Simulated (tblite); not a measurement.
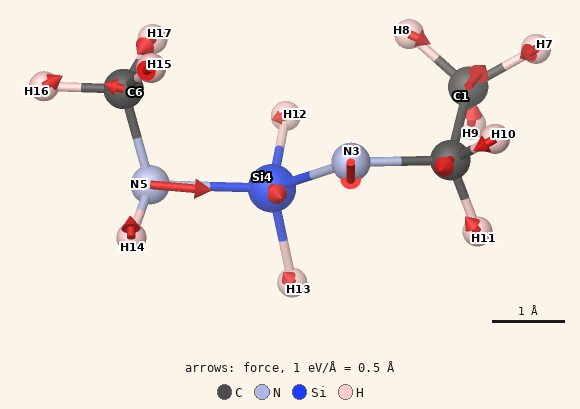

Starting geometry of C3H11N2Si (multiplicity 2) with the computed forces as red arrows. A ball-and-stick model, seen at a tilt.

All numbers below come from tblite 0.8.0, GFN2-xTB geometry optimisation, gas phase. 

### What follows when this structure is relaxed?

It isn't relaxed: the largest force vector, on an N atom, is 1.74 eV/Å. The final displacements have little in common with the starting forces (cosine between the two patterns 0.26). The atom that moves furthest after the best rigid fit is an H atom (1.32 Å). By element the largest moves are H 1.32 Å, N 0.97 Å, Si 0.54 Å, C 0.46 Å. Some distances before and after: N–Si 1.768 → 1.679 Å, C–N 1.434 → 1.394 Å, H–Si 1.493 → 1.458 Å, C–H 1.116 → 1.089 Å. Among the angles between lasting bonds that change: C–N–Si 114.6° → 135.5°, N–Si–H 108.7° → 122.7°, Si–N–C 110.6° → 121.6°. Groups turn about C–N by about 85°, N–Si by about 80°, C–C by about 40°. Over 107 geometry steps the energy falls by 67.0 kJ/mol.
